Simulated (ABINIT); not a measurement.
# Quasiparticle gap of LiCaH3 (R-3c) in ABINIT, part 3 of 3

How does a plane-wave GW calculation on LiCaH3 (R-3c) run from the first input to the gap?

ABINIT 10.8.3; LDA and many-body steps on it, plane waves. Known limits of the many-body steps: not at the basis limit; coarse k mesh.

So far. Step 4 (Empty states on the mesh, 2×2×2 mesh, 88 bands): On this mesh the gap is 2.318 eV. The earlier step found 2.278 eV, so this mesh misses an edge. Step 5 (Screening, 2×2×2 mesh, 80 bands, screening to 106.1 eV): Local fields lower ε∞ by 10 %. On a Γ-centred mesh this coarse the value itself is usually too large, while a short band sum pulls it down.

**6. Self-energy, 2×2×2 mesh, 80 bands, screening to 106.1 eV**

The self-energy is evaluated for the states that the input lists, and the levels follow from it, in one-shot runs by the linearised quasiparticle equation.

This step: G0W0 on LDA, plane waves, norm-conserving pseudopotentials.

Contents of run.abi:

```
acell 3*1.0 Angstrom
rprim 
  2.605565885003 1.504324165098 4.142435874900
  -2.605565885003 1.504324165098 4.142435874900
  -0.000000000000 -3.008648330196 4.142435874900
ntypat 3
znucl 3 20 1
natom 10
typat 1 1 2 2 3 3 3 3 3 3
xred 
  0.000000000000 0.000000000000 0.000000000000
  0.500000000000 0.500000000000 0.500000000000
  0.250000000000 0.250000000000 0.250000000000
  0.750000000000 0.750000000000 0.750000000000
  0.698431000000 0.801569000000 0.250000000000
  0.250000000000 0.698431000000 0.801569000000
  0.801569000000 0.250000000000 0.698431000000
  0.750000000000 0.301569000000 0.198431000000
  0.198431000000 0.750000000000 0.301569000000
  0.301569000000 0.198431000000 0.750000000000
pp_dirpath "pseudos"
pseudos "Li.upf, Ca.upf, H.upf"
ecut 33
ngkpt 2 2 2
nshiftk 1
shiftk 0 0 0
kptopt 1
chksymbreak 0
istwfk *1
occopt 1
irdwfk 1
optdriver 4
nband 80
gwcalctyp 0
ecutsigx 33
symsigma 1
nkptgw 2
kptgw 
  0.5000000000 0.5000000000 0.0000000000
  0.0000000000 0.0000000000 0.0000000000
bdgw 
  15 18
  15 18
ecuteps 3.9
irdscr 1
ppmodel 1
indata_prefix "in"
outdata_prefix "out"
tmpdata_prefix "tmp"
```

Launch:

```bash
> OMP_NUM_THREADS=1 mpirun -n 4 abinit run.abi > log
```

Numbers of over 12 decimals in the logs are rounded to 6 here.

The program printed:

```text
.Version 10.8.3 of ABINIT. v10.8.2 released Aug 2026.

 Symmetries : space group R-3 c (#167); Bravais hR (rhombohedral)
[... echo of the input left out ...]
== DATASET  1 ==================================================================
-   mpi_nproc: 4, omp_nthreads: 1 (-1 if OMP is not activated)

--- !DatasetInfo
iteration_state: {dtset: 1, }
dimensions: {natom: 10, nkpt: 4, mband: 80, nsppol: 1, nspinor: 1, nspden: 1, mpw: 5964, }
cutoff_energies: {ecut:  33.0, pawecutdg:  -1.0, }
electrons: {nelect:   3.20000000E+01, charge:   0.00000000E+00, occopt:   1.00000000E+00, tsmear:   1.00000000E-02, }

 SIGMA: Calculation of the GW corrections

 Based on a program developped by R.W. Godby, V. Olevano, G. Onida, and L. Reining.
 Incorporated in ABINIT by V. Olevano, G.-M. Rignanese, and M. Torrent.
.Using double precision arithmetic ; gwpc =  8

[... cell and pseudopotentials left out ...]
--------------------------------------------------------------------------------

 ==== K-mesh for the wavefunctions ====
 Number of points in the irreducible wedge :     4
[... list of points left out ...]
 Together with 12 symmetry operations and time-reversal symmetry
 yields     8 points in the full Brillouin Zone.

 ==== Q-mesh for screening function ====
 Number of points in the irreducible wedge :     4
[... list of points left out ...]
 Together with 12 symmetry operations and time-reversal symmetry
 yields     8 points in the full Brillouin Zone.

 vcoul_init : cutoff-mode = AUXILIARY_FUNCTION
 q-points for optical limit:   1
     1)      0.000010    0.000020    0.000030
 setmesh: FFT mesh size selected  =    54x   54x   54
          total number of points  =       157464

 Number of electrons calculated from density =   32.0000; Expected =   32.0000
 average of density, n =  0.048675
 r_s =    1.6990
 omega_plasma =   21.2817 [eV]

 === KS Band Gaps ===
  >>>> For spin  1
   Minimum direct gap =   2.3178 [eV], located at k-point      :   0.5000  0.5000  0.0000
   Fundamental gap    =   2.3178 [eV], Top of valence bands at :   0.5000  0.5000  0.0000
                                       Bottom of conduction at :   0.5000  0.5000  0.0000
 SIGMA fundamental parameters:
 PLASMON POLE MODEL  1
 number of plane-waves for SigmaX                 5925
 number of plane-waves for SigmaC and W            259
 number of plane-waves for wavefunctions          5925
 number of bands                                    80
 number of independent spin polarizations            1
 number of spinorial components                      1
 number of k-points in IBZ                           4
 number of q-points in IBZ                           4
 number of symmetry operations                      12
 number of k-points in BZ                            8
 number of q-points in BZ                            8
 number of frequencies for dSigma/dE                 9
 frequency step for dSigma/dE [eV]                0.25
 number of omega for Sigma on real axis              0
 max omega for Sigma on real axis  [eV]           0.00
 zcut for avoiding poles [eV]                     0.10

 EPSILON^-1 parameters (SCR file):
 dimension of the eps^-1 matrix on file            259
 dimension of the eps^-1 matrix used               259
 number of plane-waves for wavefunctions          5925
 number of bands                                    80
 number of q-points in IBZ                           4
 number of frequencies                               2
 number of real frequencies                          1
 number of imag frequencies                          1

 matrix elements of self-energy operator (all in [eV])

 Perturbative Calculation

--- !SelfEnergy_ee
iteration_state: {dtset: 1, }
kpoint     : [   0.500,    0.500,    0.000, ]
spin       : 1
KS_gap     :    2.318
QP_gap     :    3.743
Delta_QP_KS:    1.425
data: !SigmaeeData |
     Band     E0 <VxcDFT>   SigX SigC(E0)      Z dSigC/dE  Sig(E)    E-E0       E
       15   0.417 -10.800 -14.133   2.652   0.769  -0.301 -11.324  -0.524  -0.107
       16   3.015 -11.266 -13.145   1.661   0.789  -0.268 -11.437  -0.171   2.844
       17   5.333 -10.738  -5.963  -3.219   0.805  -0.242  -9.484   1.254   6.587
       18   5.777 -12.388  -6.113  -3.831   0.799  -0.252 -10.435   1.953   7.729

--- !SelfEnergy_ee
iteration_state: {dtset: 1, }
kpoint     : [   0.000,    0.000,    0.000, ]
spin       : 1
KS_gap     :    5.021
QP_gap     :    6.548
Delta_QP_KS:    1.526
data: !SigmaeeData |
     Band     E0 <VxcDFT>   SigX SigC(E0)      Z dSigC/dE  Sig(E)    E-E0       E
       15   2.163 -11.285 -13.383   1.864   0.784  -0.276 -11.468  -0.184   1.980
       16   2.163 -11.285 -13.383   1.864   0.784  -0.276 -11.468  -0.184   1.980
       17   7.185 -10.911  -5.517  -3.714   0.800  -0.251  -9.568   1.343   8.527
       18   7.185 -10.911  -5.517  -3.714   0.800  -0.251  -9.568   1.343   8.527

== END DATASET(S) ==============================================================
================================================================================

 -outvars: echo values of variables after computation  --------
           etotal      0.0000000000E+00
            nband          80
             nkpt           4
          spgroup         167
 [... the other variables as echoed above ...]

 Calculation completed.
```

It took 9.3 s on 4 MPI ranks of Arm Neoverse N1, shared host; peak memory 0.69 GiB.

This step gave:

* G0W0 gap on the points computed: 3.743 eV
* starting gap on the mesh: 2.318 eV
* k of the valence top: 0.5, 0.5, 0
* k of the conduction bottom: 0.5, 0.5, 0
* Z at the valence top: 0.789
* Z at the conduction bottom: 0.805
* least direct G0W0 gap on the computed points: 3.743 eV

The gap on the mesh goes from 2.32 eV to 3.74 eV, a correction of +1.43 eV. The start differs from the 2.28 eV found before because the two sample other k points.

Limits: finite bands, cutoff and mesh; coarse k mesh. v1 is the top filled band, c1 the lowest empty one. The levels before and after the correction (eV, zero at the valence-band top of each column):

|  | conduction bottom | valence top |
| --- | --- | --- |
| Kohn-Sham | 2.32 | 0.00 |
| G0W0 | 3.74 | 0.00 |

|  | level | energy (eV) |
| --- | --- | --- |
| Kohn-Sham | (0.5 0.5 0) v2 | -2.598 |
| Kohn-Sham | (0.5 0.5 0) v1 | 0.000 |
| Kohn-Sham | (0.5 0.5 0) c1 | 2.318 |
| Kohn-Sham | (0.5 0.5 0) c2 | 2.761 |
| G0W0 | (0.5 0.5 0) v2 | -2.951 |
| G0W0 | (0.5 0.5 0) v1 | 0.000 |
| G0W0 | (0.5 0.5 0) c1 | 3.743 |
| G0W0 | (0.5 0.5 0) c2 | 4.885 |

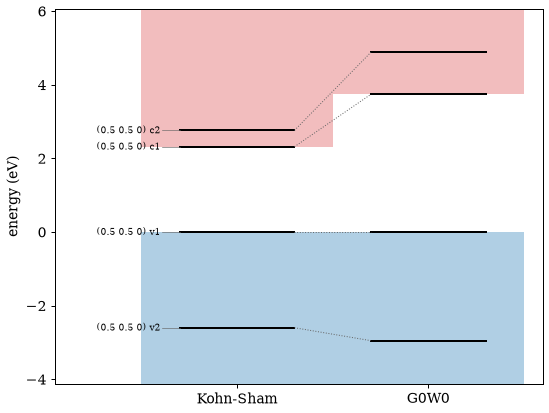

Levels before and after the correction. Shaded: valence and conduction bands.

**7. Where the time went**

Times are wall times on 4 MPI ranks of Arm Neoverse N1, shared host, good to a factor of about two.

| step | time | share | memory (GiB) |
| --- | --- | --- | --- |
| ground state | 82 s | 41 % | 0.46 |
| bands along the symmetry lines | 60 s | 30 % | 0.37 |
| empty states on the mesh | 32 s | 16 % | 0.36 |
| screening | 17 s | 9 % | 0.87 |
| self-energy | 9.3 s | 5 % | 0.69 |

**8. Outcome**

```json
{
  "LDA gap": "2.20 eV, indirect",
  "G0W0 gap on the mesh": "3.74 eV",
  "G0W0 gap over the zone (rigid shift)": "3.63 eV",
  "GW settings": "2×2×2 mesh, 80 bands, screening to 106.1 eV, Godby-Needs plasmon pole",
  "known limits": "not at the basis limit; coarse k mesh"
}
```

G0W0 moves the gap on the mesh from 2.32 eV to 3.74 eV (+1.43 eV), with Z of 0.79 and 0.81 at the edges. The mesh misses the band edges by 0.12 eV in all; a rigid shift gives 3.63 eV for the zone. Local fields lower the RPA ε∞ on this mesh from 6.58 to 5.95; a Γ-centred mesh this coarse tends to raise both, most where the direct gap is narrow, while a short band sum lowers them. Only 2 of the mesh's irreducible points were corrected, so a valley elsewhere could overtake. Bands and cutoff are finite, so the gap is not at the basis limit. The miss can reach some tenths of an eV and take either sign; the mesh is an error of its own. In the G0W0 run levels were corrected at 2 k points alone, so a gap called «on the mesh» is the least over those, and an edge elsewhere would be missed. A denser mesh or path gives a starting gap of 2.20 eV: the GW mesh misses a band edge, so its gaps are not the fundamental one. The 2×2×2 mesh is coarse for this cell, which bears on the long-range parts of exchange and screening.

[Paths, hosts, dates, memory and timing lines, banners, echoed tables and standing remarks are left out of the program output.]

[Logs are printed without paths, hosts, clocks, repeated set-up lines and the standing remarks that a program may print on its own settings, such as how far it seeks lower states.]

[Runs of the session that timed out or met a known fault of the program may be left out.]

[Hosts, paths, dates, database ids (printed as entryN), source tags and the programs' standing remarks are cut or masked in the printed files.]

[G0W0 gaps are taken among the corrected bands and points alone; a level outside them can change the order at an edge.]

[Where Ansatz stands beside ABINIT at settings called matched, ABINIT's density can come from a denser mesh and the files from another edition; pairs whose starting gaps differed by over 0.03 eV were left out, so agreement reads better than it is.]
